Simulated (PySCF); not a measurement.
```xyz
18

C     3.8772    0.1663    0.0025
C     2.7461    0.3629   -0.3516
C     1.4268    0.6176   -0.7765
C     0.3647   -0.0880   -0.3772
C     0.4510   -1.2326    0.5792
C    -1.0186    0.2492   -0.8637
N    -1.8116    0.8432    0.1987
C    -2.9005    0.2422    0.7094
O    -3.3617   -0.8054    0.3328
H     4.8629   -0.0136    0.3124
H     1.3168    1.4374   -1.4764
H     0.2751   -2.1685    0.0483
H     1.4299   -1.2759    1.0495
H    -0.3180   -1.1448    1.3454
H    -1.5520   -0.6582   -1.1617
H    -0.9766    0.9387   -1.7135
H    -1.4714    1.7026    0.5995
H    -3.3487    0.8332    1.5312
```

Geometry: GFN2-xTB.

Computed with PBE0/def2-SVPD, SCF density, gas phase (PySCF).

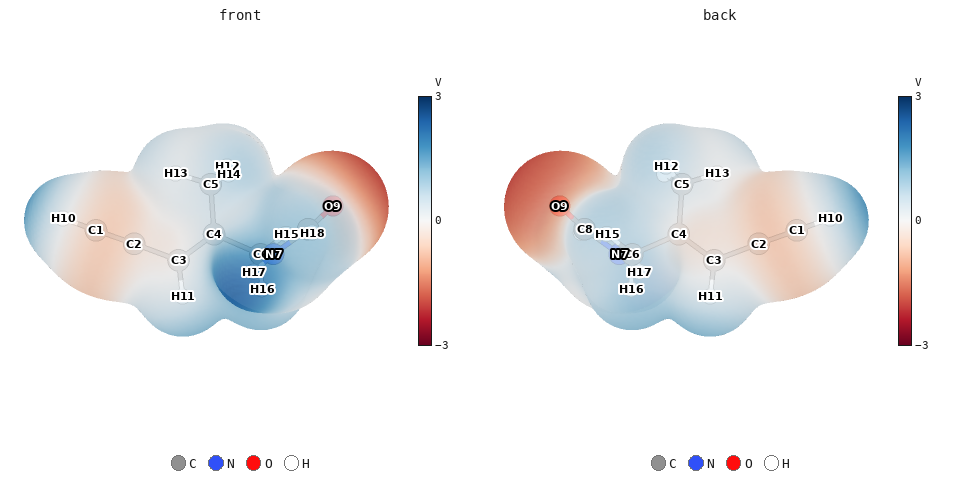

C7H9NO (SMILES C#C/C=C(\C)CNC=O). The electrostatic potential painted on the density surface at 0.002 e/bohr³, seen from the front and from behind; the colour scale runs from red (negative) to blue (positive).

Which sites attract a positive test charge, and which a negative one?

A positive charge is drawn to the negative regions and a negative charge to the positive ones. The most negative region (about −1.9 V) lies over O9, the most positive (about +2.4 V) over H17. O9 is the likeliest acceptor of a hydrogen bond.

What dipole moment does the calculation give?

Its dipole moment is 3.09 D.
